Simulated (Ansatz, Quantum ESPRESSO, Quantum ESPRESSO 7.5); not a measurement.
# 1T-MnF2, 1 layer in an electric field

Aim: how 1T-MnF2, 1 layer screens a field along its normal, and what the field does to its bands.

Main program and level: Quantum ESPRESSO 7.5; plane-wave DFT, RPBE, GBRV ultrasoft pseudopotentials made under PBE (geometry and cross-check by Ansatz 0.2.0 with PAW datasets; geometry under PBE).

## (1) Set-up

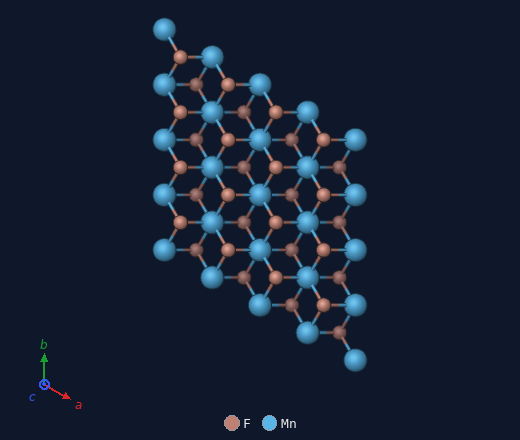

Start, viewed from above; fluorine pink, manganese blue. 4×4×1 cells are drawn. Some periodic images of atoms are drawn too.

The cell holds 3 atoms: 2 F and 1 Mn. Its edges and angles: a = 2.659 Å, b = 2.659 Å, c = 19.275 Å, α = 90.0°, β = 90.0°, γ = 120.0°. It derives from MnF2. Vacuum lies along c.

This sheet is a model structure: its symmetry is held, and its stability is not tested here.

## (2) Geometry from Ansatz

The geometry comes first, from a plane-wave PAW code, so that the later runs on this slab share one structure.

input.yaml reads:

```yaml
crystal:
  lattice:
    - [2.658653, 0.0, 0.0]
    - [-1.3293265, 2.3024610378, 0.0]
    - [0.0, 0.0, 19.2749637288]
  atoms:
    - { symbol: F, position: [0.6666666667, 0.3333333333, 0.4409865627] }
    - { symbol: Mn, position: [0.0, 0.0, 0.5], spin: 4.0 }
    - { symbol: F, position: [0.3333333333, 0.6666666667, 0.5590134373] }
magnetization:
  spin_polarized: true
kpoints:
  mp_grid: { grid: [12, 12, 1] }
hamiltonian:
  xc: pbe
scf:
  occupations: { method: fermi_dirac, width: 0.05 }
  convergence: { dr2_threshold: 1.0e-08 }
efield:
  axis: 3
  dipole_correction: true
  ramp_position: 0.97
  ramp_width: 0.04
relax:
  f_tol: 0.01
  cell: { fix: [c, alpha, beta] }
output:
  write_potential: true
  write_density: true
  volumetric_format: npy
```

On the command line:

```console
> ansatz run input.yaml --threads 4 --pin off --max-ram 8192MiB --backend cpu --events-out ev --progress --plain --runs-dir out
```

Numbers of over 12 decimals in the logs are rounded to 6 here.

What it wrote:

```text
Warning: relax.cell: scf.convergence.dr2_threshold = 1e-8 eV is looser than the 3e-10 eV advised for a relaxation that steers and ends on the stress (1e-10 eV for each atom of the cell: 3). What an SCF threshold leaves in a stress goes as its square root, and in the free energy as the threshold itself, and one threshold admits the most on a small cell: [figures from the program's tests cut] Set scf.convergence.dr2_threshold to 3e-10 eV or tighter. The threshold is an SCF's pass mark: one that does not reach it within its budget of iterations ends unconverged, or closes short of it on a stop that the run arms, and scf.convergence.dr2_threshold's page says what that costs each kind of run
Engine: ansatz 0.2.0, aarch64-unknown-linux-gnu
Pseudopotentials: kind: paw
Pseudopotential: F, paw, valence charge 7, recommended cutoff 420 eV (normal), F.paw.azcp
Pseudopotential: Mn, paw, valence charge 15, recommended cutoff 420 eV (normal), Mn.paw.azcp
Functional definition: PBE
  parameter kappa = 0.804
  parameter beta = 0.066725
  exchange = pbe_x(kappa = kappa, mu = beta*pi^2/3)
  correlation = pbe_c(beta = beta)
Crystal: 3 atoms, lattice volume = 117.991 Å³
Basis set: ecut = 420 eV, 2375 PW (Γ), exchange–correlation on 36×36×270 points (8 copies of the dense FFT grid, shifted against one another)
Bands: 21, of which v1, the nominal top of the filled ones, is band 15 counted from 1 (14 counted from 0)
Symmetry: 6 space group operations
k-points: 19 of 144 (time reversal used)
Non-local potential: F, projectors of the file, l = 0: 2, l = 1: 2, l = 2: 1
Non-local potential: Mn, projectors of the file, l = 0: 3, l = 1: 2, l = 2: 3, l = 3: 1
PAW form: soft (Blöchl's): semilocal exchange-correlation on the pseudo side does not see the compensation charge
PAW one-centre angular grid: F, 110 points (default); XC on 64 Gauss nodes
PAW one-centre angular grid: Mn, 590 points (default); XC on 64 Gauss nodes
Initial density: superposition of atomic densities (neutral atoms: chi_scale 0, normalization atom)
Starting moments: Σ|m| = 4 μB on 1 of 3 sites
Initial wavefunctions: pseudopotential atomic-orbital guess
Functional: x = pbe(κ = 0.804, μ = 0.219515), c = pbe(β = 0.066725)
SCF iter   1: F=—  HF=-5513.157090 eV  |F-HF|=—  |Δ(HF+E_count)|=         —  Δρ=3.93e-2 (↑3.93e-2 ↓2.52e-2)  dr2=2.86e0  dr2_m=2.52e-1  M=4.215 μB ∫|m|=4.216 μB  β_m=1.00  ethr=3.10e-3  p=-0.000 e·Å  D=-1.16e-6 V/Å  ΔV_dip=0.00 eV  dr2_dipole=3.15e-9  V_vac-E_F(+/−)=5.26/5.26 eV  ⟨swp⟩=8.8  Hψ=4807  notcnv=0
Mixer restart at iter 1: flushing history
efield: sawtooth ramp at fractional position 0.9700 (set: `efield.ramp_position`, or a place that a band, a saddle search or an elastic batch's reference lends), width 0.0400; the density the first Hamiltonian is built on has a dipole p = -0.000 e·Å; the dipole correction subtracts the counter field D = -1.16e-6 V/Å, which shifts the + side's vacuum level by +0.00 eV against the − side's; the planar-averaged density in the ramp window peaks in size at 8.9e-7 e/Å³
preconditioner: auto → LDOS  [metal: Δε(μ)=0.019 eV  Ē_g=16.992 eV  σ=0.050 eV  W_gap=0.09  n_scr=12 (ndim 8)  ℏωp=15.7 eV  f_vac=0.737  D(μ)=5.05/eV (n_scr^D=34)]
spin=Collinear: LDOS preconditioning applied to the charge; magnetization (m = ρ↑ − ρ↓) channel mixes plain (no charge-response kernel on spin).
SCF iter   2: F=—  HF=-5513.667241 eV  |F-HF|=—  |Δ(HF+E_count)|=   5.10e-1  Δρ=2.21e-2 (↑2.21e-2 ↓1.81e-2)  dr2=1.49e0  dr2_m=2.35e-2  M=4.142 μB ∫|m|=4.143 μB  β_m=1.00  ethr=3.10e-3  p=-0.000 e·Å  D=-1.51e-5 V/Å  ΔV_dip=0.00 eV  dr2_dipole=1.28e-9  V_vac-E_F(+/−)=4.47/4.47 eV  ⟨swp⟩=3.7  Hψ=1959  notcnv=0  defer=58  κ⁻¹=1.0e0(r=1)
SCF iter   3: F=—  HF=-5514.146369 eV  |F-HF|=—  |Δ(HF+E_count)|=   4.79e-1  Δρ=1.71e-2 (↑1.71e-2 ↓1.49e-2)  dr2=1.03e0  dr2_m=3.66e-3  M=4.075 μB ∫|m|=4.075 μB  β_m=1.00  ethr=3.10e-3  p=0.000 e·Å  D=8.67e-6 V/Å  ΔV_dip=-0.00 eV  dr2_dipole=1.01e-8  V_vac-E_F(+/−)=4.01/4.01 eV  ⟨swp⟩=3.7  Hψ=1407  notcnv=0  defer=58  κ⁻¹=1.3e-1(r=2)
SCF iter   4: F=—  HF=-5514.172896 eV  |F-HF|=—  |Δ(HF+E_count)|=   2.65e-2  Δρ=1.33e-2 (↑1.33e-2 ↓1.31e-2)  dr2=7.26e-1  dr2_m=2.49e-4  M=4.036 μB ∫|m|=4.036 μB  β_m=1.00  ethr=3.10e-3  p=0.000 e·Å  D=5.69e-5 V/Å  ΔV_dip=-0.00 eV  dr2_dipole=2.31e-8  V_vac-E_F(+/−)=3.94/3.94 eV  ⟨swp⟩=2.2  Hψ=1119  notcnv=0  defer=57  κ⁻¹=1.4e-2(r=3)
SCF iter   5: F=—  HF=-5513.628771 eV  |F-HF|=—  |Δ(HF+E_count)|=   5.44e-1  Δρ=4.54e-3 (↑3.94e-3 ↓4.54e-3)  dr2=4.22e-2  dr2_m=2.83e-3  M=3.974 μB ∫|m|=3.976 μB  β_m=1.00  ethr=2.50e-3  p=0.000 e·Å  D=1.85e-4 V/Å  ΔV_dip=-0.00 eV  dr2_dipole=6.35e-8  V_vac-E_F(+/−)=4.59/4.59 eV  ⟨swp⟩=3.6  Hψ=1667  notcnv=0  defer=56  κ⁻¹=9.0e-4(r=4)
SCF iter   6: F=—  HF=-5513.981012 eV  |F-HF|=—  |Δ(HF+E_count)|=         —  Δρ=1.69e-2 (↑1.69e-2 ↓1.38e-2)  dr2=2.22e-2  dr2_m=2.36e-1  M=3.474 μB ∫|m|=3.477 μB  β_m=1.00  ethr=1.45e-4  p=0.000 e·Å  D=8.92e-5 V/Å  ΔV_dip=-0.00 eV  dr2_dipole=1.98e-8  V_vac-E_F(+/−)=4.59/4.59 eV  ⟨swp⟩=3.9  Hψ=2059  notcnv=0  defer=52  κ⁻¹=9.0e-4(r=4)
SCF iter   7: F=—  HF=-5513.968687 eV  |F-HF|=—  |Δ(HF+E_count)|=         —  Δρ=6.89e-3 (↑6.89e-3 ↓4.04e-3)  dr2=1.98e-2  dr2_m=2.82e-2  M=3.629 μB ∫|m|=3.631 μB  β_m=1.00  ethr=1.72e-4  p=0.000 e·Å  D=1.08e-4 V/Å  ΔV_dip=-0.00 eV  dr2_dipole=5.44e-8  V_vac-E_F(+/−)=4.69/4.69 eV  ⟨swp⟩=3.8  Hψ=1718  notcnv=0  defer=52
Mixer restart at iter 7: flushing history
SCF iter   8: F=—  HF=-5513.975170 eV  |F-HF|=—  |Δ(HF+E_count)|=   6.48e-3  Δρ=8.11e-3 (↑8.11e-3 ↓4.82e-3)  dr2=1.91e-2  dr2_m=3.80e-2  M=3.830 μB ∫|m|=3.831 μB  β_m=1.00  ethr=6.83e-5  p=0.000 e·Å  D=7.60e-5 V/Å  ΔV_dip=-0.00 eV  dr2_dipole=3.05e-8  V_vac-E_F(+/−)=4.70/4.70 eV  ⟨swp⟩=1.6  Hψ=1054  notcnv=0  defer=44
SCF iter   9: F=—  HF=-5514.116709 eV  |F-HF|=—  |Δ(HF+E_count)|=         —  Δρ=2.10e-2 (↑2.10e-2 ↓1.40e-2)  dr2=8.30e-2  dr2_m=2.80e-1  M=4.512 μB ∫|m|=4.512 μB  β_m=1.00  ethr=6.60e-5  p=0.000 e·Å  D=1.69e-5 V/Å  ΔV_dip=-0.00 eV  dr2_dipole=3.48e-9  V_vac-E_F(+/−)=4.89/4.89 eV  ⟨swp⟩=2.4  Hψ=1516  notcnv=0  defer=44  κ⁻¹=1.0e0(r=1)
SCF iter  10: F=—  HF=-5513.969669 eV  |F-HF|=—  |Δ(HF+E_count)|=         —  Δρ=1.12e-2 (↑1.12e-2 ↓9.50e-3)  dr2=2.66e-2  dr2_m=1.01e-1  M=3.442 μB ∫|m|=3.443 μB  β_m=1.00  ethr=1.72e-4  p=0.000 e·Å  D=1.27e-4 V/Å  ΔV_dip=-0.00 eV  dr2_dipole=3.47e-8  V_vac-E_F(+/−)=4.38/4.38 eV  ⟨swp⟩=2.7  Hψ=1495  notcnv=0  defer=44
Mixer restart at iter 10: flushing history
[...]
SCF iter   3: F=—  HF=-5516.762777 eV  |F-HF|=—  |Δ(HF+E_count)|=   1.01e-4  Δρ=4.07e-5 (↑4.03e-5 ↓4.07e-5)  dr2=2.03e-6  dr2_m=7.98e-9  M=5.000 μB ∫|m|=5.001 μB  β_m=1.00  ethr=1.05e-8  p=0.000 e·Å  D=8.83e-7 V/Å  ΔV_dip=-0.00 eV  dr2_dipole=2.26e-14  V_vac-E_F(+/−)=4.57/4.57 eV  ⟨swp⟩=1.0  Hψ=798  notcnv=0  κ⁻¹=1.2e-2(r=2)
SCF iter   4: F=—  HF=-5516.762905 eV  |F-HF|=—  |Δ(HF+E_count)|=   1.28e-4  Δρ=9.55e-6 (↑9.55e-6 ↓9.50e-6)  dr2=1.76e-7  dr2_m=4.60e-10  M=5.000 μB ∫|m|=5.001 μB  β_m=1.00  ethr=6.99e-9  p=0.000 e·Å  D=7.18e-7 V/Å  ΔV_dip=-0.00 eV  dr2_dipole=2.29e-15  V_vac-E_F(+/−)=4.57/4.57 eV  ⟨swp⟩=2.1  Hψ=1292  notcnv=0  defer=3  κ⁻¹=2.3e-3(r=3)
SCF iter   5: F=—  HF=-5516.762917 eV  |F-HF|=—  |Δ(HF+E_count)|=   1.21e-5  Δρ=2.54e-6 (↑2.24e-6 ↓2.54e-6)  dr2=2.55e-8  dr2_m=2.89e-10  M=5.000 μB ∫|m|=5.001 μB  β_m=1.00  ethr=6.08e-10  p=0.000 e·Å  D=7.22e-7 V/Å  ΔV_dip=-0.00 eV  dr2_dipole=6.11e-17  V_vac-E_F(+/−)=4.57/4.57 eV  ⟨swp⟩=2.1  Hψ=1178  notcnv=0  defer=3  κ⁻¹=7.9e-4(r=4)
SCF iter   6: F=—  HF=-5516.762917 eV  |F-HF|=—  |Δ(HF+E_count)|=   8.84e-8  Δρ=1.33e-6 (↑1.33e-6 ↓1.13e-6)  dr2=5.46e-9  dr2_m=2.10e-10  M=5.000 μB ∫|m|=5.001 μB  β_m=1.00  ethr=8.79e-11  p=0.000 e·Å  D=7.16e-7 V/Å  ΔV_dip=-0.00 eV  dr2_dipole=3.28e-15  V_vac-E_F(+/−)=4.57/4.57 eV  ⟨swp⟩=2.1  Hψ=1146  notcnv=0  defer=3  κ⁻¹=7.5e-5(r=5)
iter 7 met the thresholds in force, and the SCF goes on: an eigenvalue changes by 1.50 meV, over its tolerance of 0.16 meV (output.eigenvalues, Limitations)
SCF iter   7: F=-5516.762917 eV  HF=-5516.762917 eV  |F-HF|=7.74e-9  |Δ(HF+E_count)|=   2.90e-7  Δρ=1.66e-7 (↑1.41e-7 ↓1.66e-7)  dr2=1.31e-10  dr2_m=9.26e-12  M=5.000 μB ∫|m|=5.001 μB  β_m=1.00  ethr=1.88e-11  p=0.000 e·Å  D=6.61e-7 V/Å  ΔV_dip=-0.00 eV  dr2_dipole=1.14e-14  V_vac-E_F(+/−)=4.57/4.57 eV  ⟨swp⟩=8.8  Hψ=4978  notcnv=0  κ⁻¹=2.5e-6(r=6)
iter 8 met the thresholds in force, and the SCF goes on: an eigenvalue changes by 0.86 meV, over its tolerance of 0.16 meV (output.eigenvalues, Limitations)
SCF iter   8: F=-5516.762917 eV  HF=-5516.762917 eV  |F-HF|=4.58e-9  |Δ(HF+E_count)|=   3.22e-9  Δρ=1.02e-7 (↑6.40e-8 ↓1.02e-7)  dr2=3.36e-11  dr2_m=1.86e-12  M=5.000 μB ∫|m|=5.001 μB  β_m=1.00  ethr=1.00e-12  p=0.000 e·Å  D=7.03e-7 V/Å  ΔV_dip=-0.00 eV  dr2_dipole=3.71e-18  V_vac-E_F(+/−)=4.57/4.57 eV  ⟨swp⟩=5.1  Hψ=3607  notcnv=0
Mixer restart at iter 8: flushing history
SCF iter   9: F=-5516.762917 eV  HF=-5516.762917 eV  |F-HF|=1.91e-11  |Δ(HF+E_count)|=   4.60e-9  Δρ=6.11e-8 (↑3.10e-8 ↓6.11e-8)  dr2=3.60e-12  dr2_m=3.33e-12  M=5.000 μB ∫|m|=5.001 μB  ethr=1.00e-12  p=0.000 e·Å  D=6.97e-7 V/Å  ΔV_dip=-0.00 eV  dr2_dipole=2.59e-16  V_vac-E_F(+/−)=4.57/4.57 eV  ⟨swp⟩=5.3  Hψ=3863  notcnv=0
SCF 14 converged in 9 iterations: F = -5516.762917 eV  dr2 = 3.60e-12
relax step  14: F+E_penalty+E_count = -5516.76291723 eV  Δ(F+E_penalty+E_count) = -6.376e-3 eV  max|allowed force component| = 9.300e-4 eV/Å  Δτ_max = 0.0000 Å  P = +0.019 GPa  Ω = 186.215 Å³  fix = [c, alpha, beta]  reactions: c +0.001 GPa  stress off target by 2.82e-2 GPa on what of the cell is left free  SCF on the basis re-selected at this cell (its energy is not comparable with the rows above)  (9 SCF iters)
basis re-selected at this cell: Δ(F+E_penalty+E_count) = -6.376e-3 eV, ΔP = +0.014 GPa vs the last step (what re-selecting the basis moved, of the pressure what is left beyond the Pulay correction that the steps carried, after the strain that the cell walked since its last selection, with what the two solves' SCF thresholds leave and, on support functions, any second-order correction that the steps lacked; it is no m [...]
WARN: The output density's exchange-correlation potential varies sharply where the density is thin. Do not read a vacuum level from v_tot or v_xc, or from such a field of the output density. On a cell that repeats whose density bears no net charge and no dipole along the vacuum's axis use v_es (v_loc + v_h of the components); under efield.dipole_correction with no amplitude use v_es + v_field, which holds any externa [...]
SCF converged after 9 iterations
Stability not checked: this state was not tested for a lower state beside it, because the mixer in use, unlike msr1, does not test its closes by its own steps (another_mixer; see scf.mixing.algorithm and scf.lower_state_search)
an eigenvalue changed by more than its tolerance at an iteration that met the thresholds in force, so the SCF went on 2 times, its first undamped step at iteration 8: the last check found none over its tolerance
Magnetization: 5.0000 μB (17.0000 up, 12.0000 down)
Absolute magnetization: 5.0006 μB (∫|ρ↑−ρ↓|, with the PAW one-centre terms)
Spin contamination: 0.0034 ħ² per cell (⟨S²⟩ above its minimum at these occupations)
Per-site moments (μB) at R_I (Å): [(0.103099, 0.888899), (4.224832, 0.888899), (0.103099, 0.888899)]
Free energy (F): -5516.762917 eV
Harris-Foulkes:  -5516.762917 eV  (|F-HF|=1.91e-11)
Internal energy: -5516.762917 eV  (E = F + TS)
E sigma→0 (E₀):  -5516.762917 eV
Fermi energy:    -1.950742 eV
Dipole field:    D = 0.000001 V/Å  (p = 0.000001 e·Å, saw-weighted, corrected)
Work function:   Φ+ = 4.5664 eV   Φ− = 4.5664 eV
Levels:          The Fermi level and band energies are counted from a zero that moves with the ramp; work functions are not
--- Per-component energies (eV) ---
  E_band       = -691.036268
  E_kinetic    = 710.057151
  E_local      = -21963.738456  (includes V_loc(G=0)·N_el)
  E_nonlocal   = 403.641689
  E_hartree    = 10474.197123
  E_xc         = -268.898423
  E_vxc        = -344.071722  (∫ρ·V_xc dr)
  E_paw        = -1710.630118  (= ΣΔE_a)
  E_vpaw       = -445.323236  (= ΣTr[D̂ρ^β])
  E_aug_tail   = 0.004080  (compensation charges beyond the density's cutoff)
  E_efield     = 0.000000  (sawtooth field / dipole correction)
  E_vefield    = -0.000004  (∫n·V_field dr)
  E_ewald      = 6838.604038
  E_smearing   = -0.000000  (= −TS)
  E_closure    = 0.000000  (closes the sum)
  Σ components = -5516.762917   (vs F -5516.762917, Δ=0.00e0)
--- Forces (eV/Å), atoms counted from 1 ---
  atom   1  F      0.00000000    -0.00000000    -0.00092997
  atom   2  Mn     0.00000000     0.00000000     0.00000031
  atom   3  F      0.00000000     0.00000000     0.00092966
  max |Σ_I F_I| component: 3.35e-9 eV/Å
--- Stress (GPa, compression-positive) ---
        0.028154       0.000000      -0.000000
        0.000000       0.028154      -0.000000
        0.000000       0.000000       0.001376
  P = ⅓ Tr σ = 0.0192 GPa (0.192 kbar)
--- Band table (eV; the first three rows and the last of 38) ---
  k-point 0 ↑: bands = [... 11 lower, -7.3374, -4.9978, -4.9978, -4.4710, -3.1279, -3.1279, -0.8066, 1.4489, ... 2 higher]
  k-point 1 ↑: bands = [... 11 lower, -7.3015, -4.9669, -4.9543, -4.4810, -3.2173, -3.1511, -0.5968, 1.5980, ... 2 higher]
  k-point 2 ↑: bands = [... 11 lower, -7.2290, -4.9062, -4.8529, -4.5235, -3.4312, -3.2077, -0.0105, 2.0112, ... 2 higher]
  k-point 18 ↓: bands = [... 11 lower, -7.3834, -0.5642, -0.2960, -0.2960, 0.4316, 0.4316, 5.9985, 6.4980, ... 2 higher]
--- Relaxed structure (11 steps of the walk, 11 accepted, 3 SCFs on fresh bases) ---
  F+E_penalty+E_count = -5516.76291723 eV   max|allowed force component| = 9.300e-4 eV/Å   (the final SCF, on the basis selected at the relaxed cell)
  cell:  # Å, volume = 186.2146 Å³
    - [3.339987, 5.0428814849535775e-17, 0]
    - [-1.669993, 2.892513, 0]
    - [0, 0, 19.2749637288]
  atoms:
    - { symbol: F, position: [0.666667, 0.333333, 0.450100] }
    - { symbol: Mn, position: [0, 0, 0.500000] }
    - { symbol: F, position: [0.333333, 0.666667, 0.549900] }
```

Run time: 41 s. Hardware: 4 threads of Arm Neoverse V2, shared host; peak memory 0.53 GiB.

The steps of the relaxation:

```
step  energy less that of the first step (eV)  largest force component (eV/Å)  pressure (GPa)  volume (Å³)
   1                                   0.0000                          3.6602           14.30       117.99
   2                                  -1.2822                          1.8398            9.76       129.77
   3                                  -1.9501                          0.4059            3.57       141.86
   4                                  -2.1354                          0.0393           -0.28       154.75
   5                                  -2.1354                          0.0257           -0.45       155.58
   6                                  -2.1355                          0.0052           -0.38       155.55
  7*                                  -2.4775                          0.0203            2.42       155.55
   8                                  -2.6520                          0.0416            1.30       166.40
   9                                  -2.7143                          0.0005           -0.03       180.34
 10*                                  -2.7877                          0.0012            0.40       180.34
  11                                  -2.7936                          0.0078            0.12       184.69
  12                                  -2.7926                          0.0137           -0.02       186.31
  13                                  -2.7927                          0.0008            0.01       186.21
 14*                                  -2.7991                          0.0009            0.02       186.21
```

Relaxation steps marked * repeat the geometry before them on a plane-wave basis chosen anew for their cell, so energy and pressure can jump there.

Forces are held to the 6 operations that the run works with; a distortion that breaks them can't arise in this run.

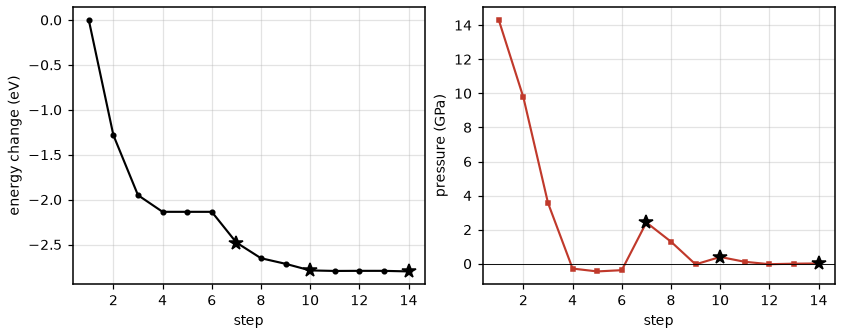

Energy and pressure along the relaxation. Stars mark steps on a basis chosen anew.

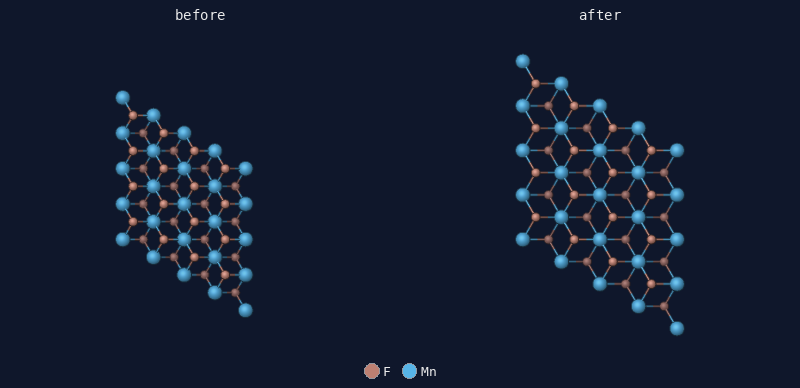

The structure before and after the relaxation, drawn at the same scale.

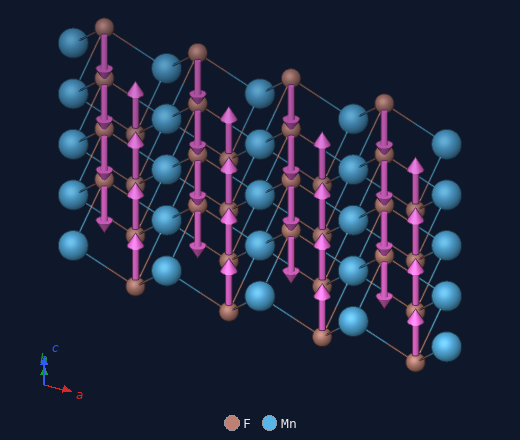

Displacements in the relaxation, exaggerated, measured against the changing cell; the longest in the cell stands for 0.18 Å. 4×4×1 cells are drawn. Some periodic images of atoms are drawn too.

```
cell as run  before  after   change
      a (Å)   2.659  3.340  +25.6 %
      b (Å)   2.659  3.340  +25.6 %
```

The atoms that moved most (Å, along periodic axes as changes of fractional coordinates times the final cell, across vacuum about the mean position):

```
atom     dx     dy      dz  length
  F1  0.000  0.000   0.176   0.176
  F3  0.000  0.000  -0.176   0.176
```

Final coordinates:

```xyz
3
Lattice="3.3400 0.0000 0.0000 -1.6700 2.8925 0.0000 0.0000 0.0000 19.2750" Properties=species:S:1:pos:R:3
F     1.6700    0.9642    8.6757
Mn    0.0000    0.0000    9.6375
F     0.0000    1.9283   10.5993
```

This step gave:

```
free energy                                                      : -5516.7629 eV
Fermi energy                                                     : -1.951 eV
gap by band count                                                : 2.321 eV
magnetization                                                    : 5.000 μB
absolute magnetization                                           : 5.001 μB
site moments                                                     : 0.1031, 4.225, 0.1031 μB
symmetry operations                                              : 6
dipole along the normal                                          : 7.40e-7 e·Å
vacuum level at the upper face over a Fermi level inside the gap : 4.566 eV
vacuum level at the lower face over a Fermi level inside the gap : 4.566 eV
```

(Continued in part 2 of 6.)

[Logs are printed without paths, hosts, clocks, repeated set-up lines and the standing remarks that a program may print on its own settings, such as how far it seeks lower states.]

[Hosts, paths, dates, database ids (printed as entryN), source tags and the programs' standing remarks are cut or masked in the printed files.]

[Maps of the electrostatic potential energy from Ansatz leave out the sawtooth potential of an applied field or a dipole correction, so their vacuum need not be flat; planar profiles and work functions include it.]
